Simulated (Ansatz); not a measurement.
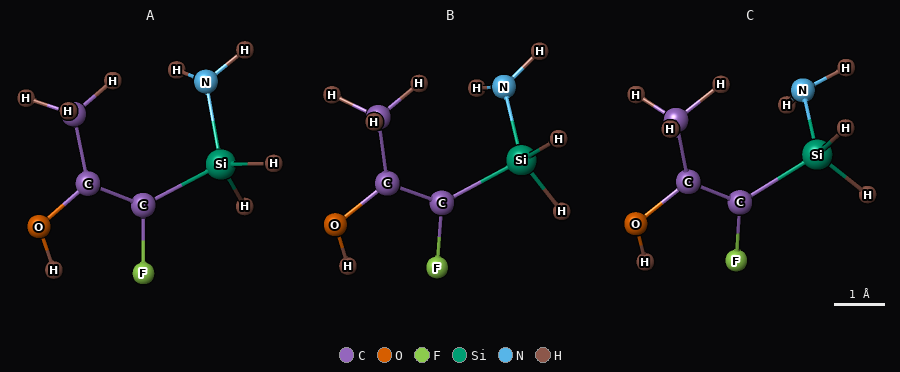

3 geometries from one relaxation of C₃H₈FNOSi, in shuffled order. A ball-and-stick model, seen from a free direction.

The run prepares an end point of a later path (inversion) calculation, from a guessed geometry.

Theory: RKS BLYP/def2-SVP (Ansatz 0.2.0). Settings: no spin polarisation; force threshold 0.015 eV/Å; at most 40 steps.

Question: Order the frames from highest to lowest energy.

Answer: C, B, A. They are steps 0, 6, 17, at +17.6 kcal/mol, +0.79 kcal/mol relative to the last. Over 16 accepted moves (17 points after the start) the energy falls by 17.6 kcal/mol. The largest force component goes from 3.9 to 0.01 eV/Å. The line search rejected the trial step at point 10 of the run. An H atom moves most after the best rigid fit: 1.01 Å. By element the largest moves are H 1.01 Å, F 0.56 Å, N 0.50 Å, C 0.41 Å, Si 0.28 Å, O 0.26 Å. Some distances before and after: C–H 1.037 → 1.111 Å, N–Si 1.684 → 1.757 Å, C–H 1.174 → 1.105 Å, C–F 1.361 → 1.412 Å. Bond angles that change, for instance: N–Si–H 104.1° → 116.5°, Si–N–H 109.7° → 117.6°, C–Si–H 112.7° → 104.8°. Groups turn about C–Si by about 40°. The run took 52 s on 2 threads of Intel(R) Xeon(R) Platinum 8488C (Sapphire Rapids), with other jobs on the host, peak memory 0.21 GiB.
